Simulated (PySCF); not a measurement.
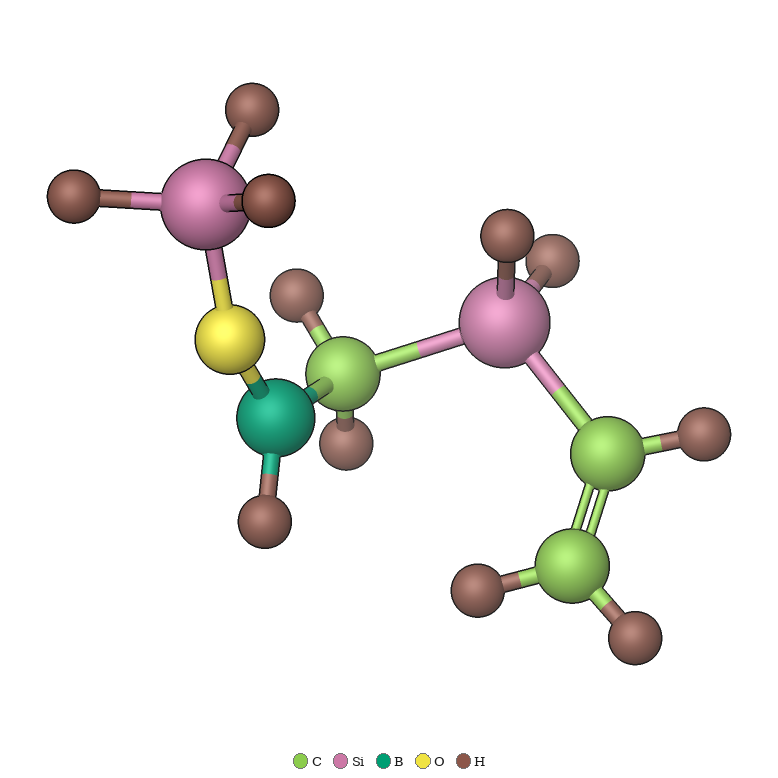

The computed structure is the end point of a GFN2-xTB optimisation. No frequency run is at hand to confirm it as a minimum. Level of theory: PBE0/def2-SVPD, gas phase (PySCF 2.14.0). Excitations: vertical, linear response.

Estimate the HOMO energy (Kohn–Sham orbital).

Answer. −7.87 eV.

What is the mean static polarisability?

Answer. 104.6 bohr³.

Give the LUMO energy (Kohn–Sham orbital) at this level.

Answer. −0.41 eV.

What is the lowest vertical singlet excitation?

Answer. 5.96 eV.

The geometry is semi-empirical. Around B, Si such bond lengths and angles can be off by a tenth of an ångström or more and by several degrees, and values that hang on the shape move with them.
